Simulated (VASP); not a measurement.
Band structure of Ir₃Pd (ordered alloy cell). Computed with PBEsol GGA, VASP's PBE PAW potentials (set 64) (plane waves; VASP 6.6.1).

Unless said otherwise, spin-orbit coupling is left out, though it shifts the bands of the heavy elements here.

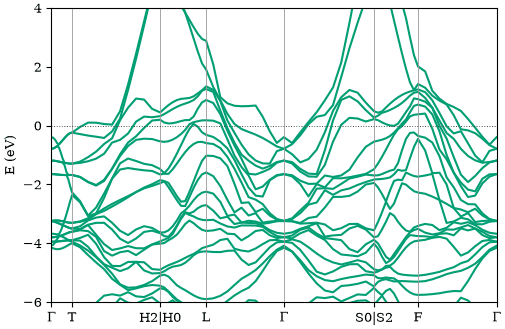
Figure: Bands along high-symmetry lines, zero at the valence-band maximum or, without a gap, the Fermi level

Q: Read the plot: is there a gap, and where are the band edges?

A: It has no gap at this level: it comes out as a metal or semimetal. (Edges off the drawn lines would not show.)

The structure was generated: Ir3Pd was put into an ordered model structure (R-3m), which need not be its known phase. It was relaxed first. The electron count is odd and the run is not spin-polarised, which forces a metal. VASP warned that the highest band is occupied, so more bands are needed.
